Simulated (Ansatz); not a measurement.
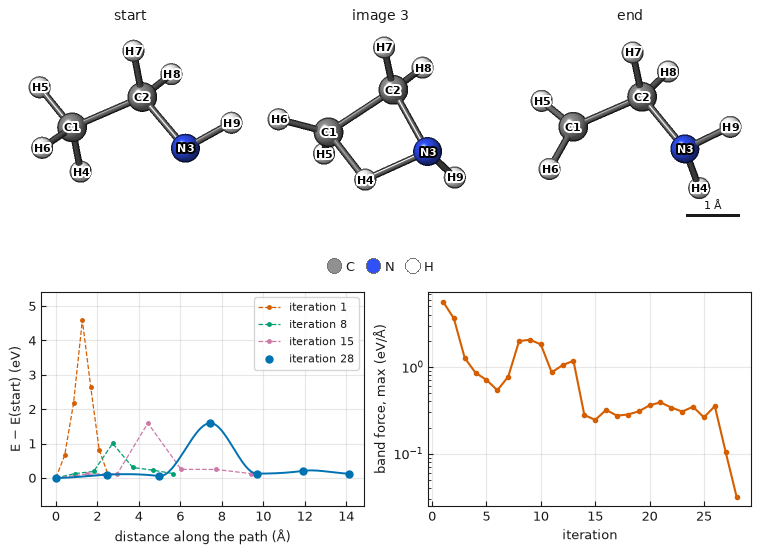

NEB run on C2H6N (multiplicity 2). Images are numbered from 0 (start) to 6 (end). The plot follows the band through its iterations. A ball-and-stick model, seen at a tilt.

The calculation used UKS PBE0-D4/def2-SVP in Ansatz 0.2.0. Settings: 5 movable images; climbing image; force threshold 0.05 eV/Å; iteration limit 60; starting path through a guess of the saddle point.

How did the profile develop, and is the result final?

Answer. The run is converged, with reservations. The band converged in 28 iterations. The largest component of the band force went from 5.7 to 0.032 eV/Å. The climbing image converged on the top of the path. Its vibrational analysis gives one imaginary mode (2016i cm⁻¹), as a transition state must have. The first iteration put the highest image at 4.59 eV. Forward barrier 1.60 eV, backward barrier 1.47 eV, with image 3 at the top; the reaction energy is +0.13 eV. The profile has 3 maxima (images 1, 3, 5) with a dip at image 4 (+0.13 eV), so the process runs in steps.
